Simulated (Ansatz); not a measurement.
**BF3 (boron trifluoride) at MP2/STO-3G**

What is the energy change on altering one bond length of BF3 (boron trifluoride) at MP2/STO-3G? 

The results are computed with Ansatz 0.2.0.

35 further runs of the same task are left out: 2 that didn't finish, 33 set aside as unsound or not needed.

### 1 The structure to begin with

BF3: 4 atoms, total charge 0, spin state singlet. As SMILES, `FB(F)F`. The coordinates come from a GFN2-xTB relaxation.

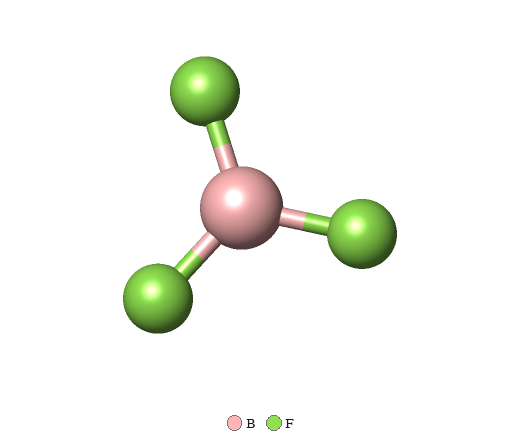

Viewed from a chosen angle; boron pink, fluorine green.

### 2 A single-point energy at MP2/STO-3G

The input, run.yaml:

```yaml
crystal:
  periodic: [false, false, false]
  atoms:
    - {symbol: B, position_ang: [0.000110, 0.000040, -0.000210]}
    - {symbol: F, position_ang: [1.300290, -0.027650, 0.013460]}
    - {symbol: F, position_ang: [-0.626240, 1.139760, -0.017260]}
    - {symbol: F, position_ang: [-0.674160, -1.112140, 0.004010]}
basis:
  gaussian:
    orbitals: STO-3G
correlation:
  method: mp2
  frozen_orbitals: {B: 1, F: 1}
accuracy: high
```

Run with:

```bash
$ ansatz run run.yaml --threads 1 --pin off --max-ram 2610MiB --events-out events.jsonl --progress --plain --runs-dir runs
```

The log of the run:

```text
Warning: RAYON_NUM_THREADS=1 ignored (pool sized by the plan → 1); use --threads N
Functional definition: HF
  name "HF"
  exchange = exact_x
  correlation = 0
366 factors; integrals over basis functions are off by at most 3.2e-8 eV
mean field evaluation 1: about -8668.3826 eV, gradient 2.9e1 eV
mean field evaluation 2: about -8668.4527 eV, gradient 2.9e1 eV
mean field evaluation 4: about -8671.2259 eV, gradient 8.4e-1 eV
mean field evaluation 8: about -8671.2262 eV, gradient 4.7e-6 eV
mean field -8671.22618018 eV, -318.6616845535 hartree, gradient 7.9e-9 eV, S^2 0.000000; 0 other end points of the search recorded, 0 dependent functions left out
4 core orbitals not correlated: weight in the atoms' cores, before any rotation towards them, 1.000 or more for the frozen orbitals, at most 0.000 for the correlated occupied ones
reference -8671.22618018 eV, -318.6616845535 hartree; 12, 12 occupied and 4, 4 virtual orbitals, 366 factors
second order -2.57308570 eV of doubles, -0.00000000 eV of singles
Total energy: -8673.79926589 eV, -318.7562437090 hartree
```

Run time: 0.12 s. Hardware: 1 thread of Arm Neoverse V1, shared host.

### 3 The distorted shape at the same level

The input, input.yaml:

```yaml
crystal:
  periodic: [false, false, false]
  atoms:
    - {symbol: B, position_ang: [0.168693, 0.278111, -0.001265]}
    - {symbol: F, position_ang: [1.468873, 0.250421, 0.012405]}
    - {symbol: F, position_ang: [-0.457657, 1.417831, -0.018315]}
    - {symbol: F, position_ang: [-0.674160, -1.112140, 0.004010]}
basis:
  gaussian: {orbitals: STO-3G}
accuracy: high
correlation: {method: mp2, frozen_orbitals: {B: 1, F: 1}}
total_charge: 0
```

Run with:

```bash
$ ansatz run input.yaml --threads 1 --pin off --max-ram 2610MiB --events-out events.jsonl --progress --plain --runs-dir runs
```

The log of the run:

```text
Warning: RAYON_NUM_THREADS=1 ignored (pool sized by the plan → 1); use --threads N
Functional definition: HF
  name "HF"
  exchange = exact_x
  correlation = 0
364 factors; integrals over basis functions are off by at most 4.8e-8 eV
mean field evaluation 1: about -8665.3412 eV, gradient 3.2e1 eV
mean field evaluation 2: about -8665.4007 eV, gradient 3.2e1 eV
mean field evaluation 4: about -8669.4624 eV, gradient 1.5e0 eV
mean field evaluation 8: about -8669.4746 eV, gradient 1.9e-4 eV
mean field -8669.47462152 eV, -318.5973159601 hartree, gradient 2.1e-8 eV, S^2 0.000000; 0 other end points of the search recorded, 0 dependent functions left out
4 core orbitals not correlated: weight in the atoms' cores, before any rotation towards them, 1.000 or more for the frozen orbitals, at most 0.000 for the correlated occupied ones
reference -8669.47462152 eV, -318.5973159601 hartree; 12, 12 occupied and 4, 4 virtual orbitals, 364 factors
second order -2.82249296 eV of doubles, -0.00000000 eV of singles
Total energy: -8672.29711448 eV, -318.7010406631 hartree
```

It took 0.12 s on 1 thread of Arm Neoverse V1, shared host.

### 4 What came out

Level: MP2/STO-3G, 4 core orbitals frozen.

| quantity | value |
| --- | --- |
| first shape: total energy | -318.75624 Eh |
| first shape: correlation energy (4 core orbitals frozen) | -94.6 mEh |
| distorted shape: total energy | -318.70104 Eh |
| distorted shape: correlation energy (4 core orbitals frozen) | -103.7 mEh |
| energy change with the B1–F4 bond stretched from 1.301 to 1.626 Å | 1.502 eV |

With the B1–F4 bond stretched from 1.301 to 1.626 Å the energy rises by 1.50 eV (35 kcal/mol). The first shape isn't relaxed at this level, so the change isn't measured from a minimum. The minimal basis adds a large error of its own.
